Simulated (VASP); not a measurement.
Band structure of NiGe2 (relaxed from the CrSi2 structure, space group P6_222). Level of theory: r2SCAN meta-GGA, VASP's PBE PAW potentials (set 64) (plane waves; VASP).

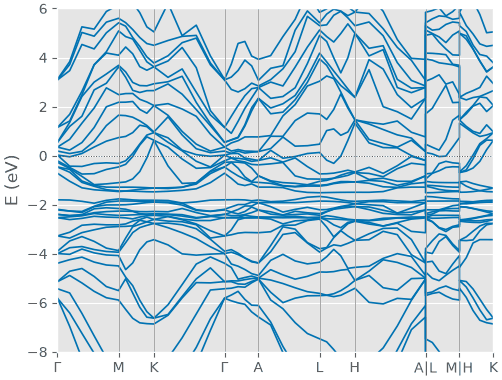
Figure. Bands along high-symmetry lines, zero at the valence-band maximum or, without a gap, the Fermi level

Read the plot: is there a gap, and where are the band edges?

It has no gap at this level: it comes out as a metal or semimetal.

The structure was generated: NiGe2 was put into the CrSi2 type (P6_222), which need not be its known phase. It was relaxed first, which changed the volume by +8 %. The run is not spin-polarised, so no magnetic state was tried.
